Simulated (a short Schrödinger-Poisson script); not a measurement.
System: symmetric double-gate stack, HfO2 on p-type Si(100), at 400 K.

| layer | material | thickness (nm) | Na (cm⁻³) |
|---|---|---|---|
| 1 | HfO2 | 5.2 | - |
| 2 | Si | 3 | 2e15 |
| 3 | HfO2 | 5.2 | - |

The device is made up for the run: typed textbook-type constants, with dimensions and the other settings drawn at random. HfO2: permittivity 22, conduction-band edge (eV) 1.55, gap (eV) 5.7, electron mass (mₑ) 0.2. Si: permittivity 11.7, conduction-band edge (eV) 0, gap (eV) 1.124, Nv at 300 K (cm⁻³) 3.1e19.

Channel valleys (confinement mass, in-plane density-of-states mass, number): Δ2 0.916, 0.19, 2; Δ4 0.19, 0.417, 4. At the gates, both at one voltage, the conduction-band edge of layer 1 lies 2.14 eV − eVg above the Fermi level of the channel. Gaps are held at their typed values at every temperature. Mesh 0.03 nm at interfaces.

Solved with a short Schrödinger-Poisson script written for these runs: 1D Poisson equation in equilibrium, electrons quantum, Hartree (BenDaniel-Duke, 12 states a valley, the channel's in-plane mass for all, wave functions ending at the dielectric), parabolic valleys, classical holes, full ionisation, no traps, pinning or gate leakage.

Only gate voltages with over 1e8 electrons/cm² are shown.

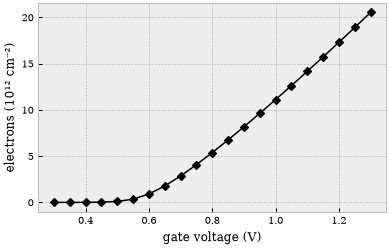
Figure: Sheet density against gate voltage

| Vg (V) | electrons (cm⁻²) | C (μF/cm²) | Δ2 E0 (meV) | Δ2 E1 (meV) | Δ4 E0 (meV) | Δ4 E1 (meV) |
|---|---|---|---|---|---|---|
| 0.3 | 3.38e8 | < 0.003 | 335.6 | 472.4 | 509.9 | 1169.3 |
| 0.35 | 1.44e9 | 0.00679 | 285.7 | 422.4 | 459.9 | 1119.3 |
| 0.4 | 6.12e9 | 0.0287 | 235.8 | 372.6 | 410.1 | 1069.4 |
| 0.45 | 2.57e10 | 0.118 | 186.3 | 323.1 | 360.6 | 1019.9 |
| 0.5 | 1.02e11 | 0.440 | 138.5 | 275.1 | 312.8 | 972.0 |
| 0.55 | 3.49e11 | 1.24 | 95.5 | 231.7 | 269.7 | 928.6 |
| 0.6 | 9.04e11 | 2.33 | 61.1 | 196.5 | 235.3 | 893.4 |
| 0.65 | 1.77e12 | 3.18 | 35.4 | 169.6 | 209.7 | 866.5 |
| 0.7 | 2.85e12 | 3.73 | 15.8 | 148.5 | 190.1 | 845.4 |
| 0.75 | 4.07e12 | 4.07 | -0.1 | 130.9 | 174.3 | 827.8 |
| 0.8 | 5.38e12 | 4.30 | -13.5 | 115.7 | 160.9 | 812.7 |
| 0.85 | 6.75e12 | 4.47 | -25.3 | 102.1 | 149.2 | 799.1 |
| 0.9 | 8.17e12 | 4.60 | -35.9 | 89.6 | 138.7 | 786.7 |
| 0.95 | 9.62e12 | 4.71 | -45.5 | 78.1 | 129.2 | 775.3 |
| 1 | 1.11e13 | 4.81 | -54.4 | 67.4 | 120.4 | 764.7 |
| 1.05 | 1.26e13 | 4.89 | -62.6 | 57.3 | 112.3 | 754.7 |
| 1.1 | 1.42e13 | 4.97 | -70.2 | 47.8 | 104.9 | 745.4 |
| 1.15 | 1.57e13 | 5.05 | -77.3 | 38.9 | 98.0 | 736.6 |
| 1.2 | 1.73e13 | 5.11 | -84.0 | 30.5 | 91.5 | 728.4 |
| 1.25 | 1.89e13 | 5.17 | -90.1 | 22.6 | 85.6 | 720.6 |
| 1.3 | 2.05e13 | 5.23 | -95.9 | 15.1 | 80.0 | 713.3 |

Subbands count from the Fermi level. The capacitance is that of both gates.
